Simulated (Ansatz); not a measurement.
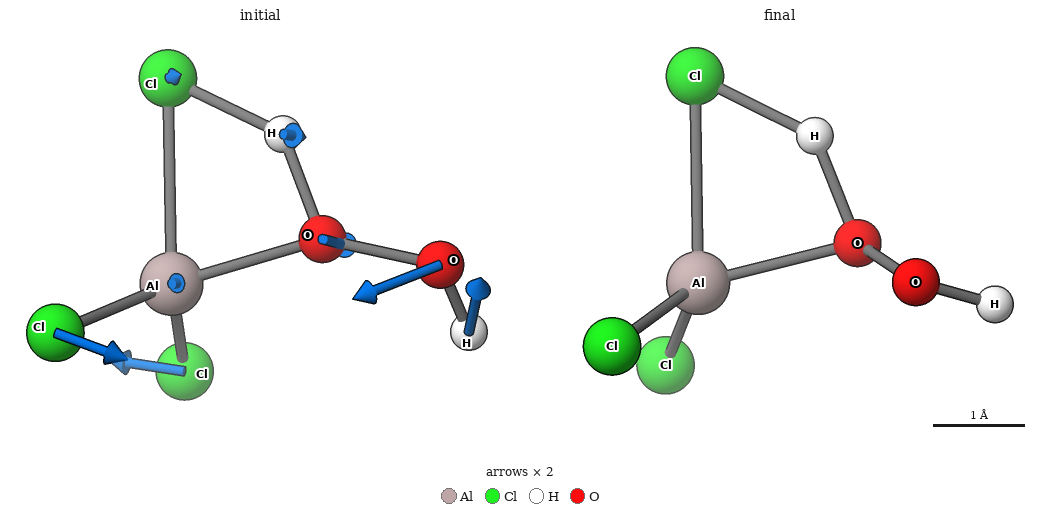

The structure of AlH$_{2}$O$_{2}$Cl$_{3}$ before (left) and after (right) a constrained relaxation, at one scale. The blue arrows give the displacements, magnified 2 times.

Style: ball-and-stick. Shown at a tilt.

The reaction that was planned forms Al1–O6, Cl2–H5 and breaks Al1–Cl2, H5–O6 (atoms numbered from 1 in input order).

The calculation used RKS PBE0-D4/def2-SVP (Ansatz).

Input file:
```yaml
crystal:
  periodic: [false, false, false]
  atoms:
    - {symbol: Al, position_ang: [-0.611200, -0.859600, -0.162300]}
    - {symbol: Cl, position_ang: [-1.988400, 0.913000, -0.546600]}
    - {symbol: Cl, position_ang: [0.044900, -1.661000, -1.920800]}
    - {symbol: Cl, position_ang: [-1.293100, -1.954200, 1.409000]}
    - {symbol: H, position_ang: [-0.598500, 1.204100, -0.027100]}
    - {symbol: O, position_ang: [0.442200, 0.552200, 0.297500]}
    - {symbol: O, position_ang: [1.660900, 1.123200, 0.738500]}
    - {symbol: H, position_ang: [2.343300, 0.682300, 0.211900]}
basis:
  gaussian: {orbitals: def2-SVP}
hamiltonian: {xc: pbe0, dispersion: d4}
relax: {f_tol: 0.04, max_steps: 150, escape_saddle: false, constraints: [{distance: [0, 5]}, {distance: [1, 4]}, {distance: [0, 1]}, {distance: [4, 5]}]}
```

Run as
```bash
ansatz run in.yaml --threads 8 --pin off --events-out ev --progress --plain --max-ram 19148MiB
```

**Summarise the run.**

After 13 accepted moves (14 points after the start) the energy has fallen by 36.9 kJ/mol. Largest force component: 0.9 eV/Å at the start, 0.022 eV/Å at the end. The line search rejected the trial step at point 6 of the run. The atom that moves furthest after the best rigid fit is O7 (0.58 Å). By element the largest moves are O 0.58 Å, H 0.53 Å, Cl 0.46 Å, Al 0.13 Å. Near-neighbour distances that change, for instance: Al1–Cl4 2.033 → 2.088 Å, Al1–Cl3 2.041 → 2.091 Å, O6–O7 1.416 → 1.412 Å. Among the angles between lasting bonds that change: Al1–O6–O7 152.8° → 118.0°, H5–O6–O7 125.3° → 117.2°, O6–O7–H8 104.7° → 100.3°. The run took 44 s on 8 threads of Intel Xeon @ 2.50GHz, on a shared host.
